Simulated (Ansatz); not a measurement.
Partial pair distribution functions of a relaxed model of amorphous Si40P4O90, broadened by 0.06 Å; density 2.09 g/cm³. Computed with PBE, scalar-relativistic without spin-orbit coupling (plane waves to 420 eV, PAW; Ansatz, an electronic-structure program).

Preparation: random packing, a CHGNet melt and quench, and a DFT relaxation. O atoms were pushed apart under 1.9 Å during the dynamics, to hinder bonds among them. The hot cell started wider than the set density and was brought back towards it in steps. It is the lowest in DFT energy of 4 quenches. It is a model cell: composition and starting density were chosen by hand, and all elements were melted together. No dispersion term was used. Its density started from a set value of 2.17 and ended at 2.09 g/cm³. Cooling (nominally 280 K/ps over its main leg) ran many orders faster than in experiment, which tends to leave more defects and strain. One small periodic cell is one sample of the glass; other quenches scatter about these values. Volume and shape were free in the relaxation.

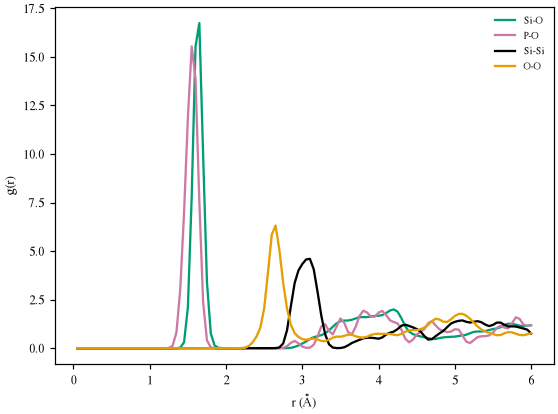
Figure: Partial pair distribution functions

Highest peaks under 4.5 Å: Si-O near 1.65 Å, P-O near 1.55 Å, Si-Si near 3.10 Å, O-O near 2.65 Å; pairs of few atoms are noisy.

Within 1.92 Å each Si has 4.03 O neighbours on average.
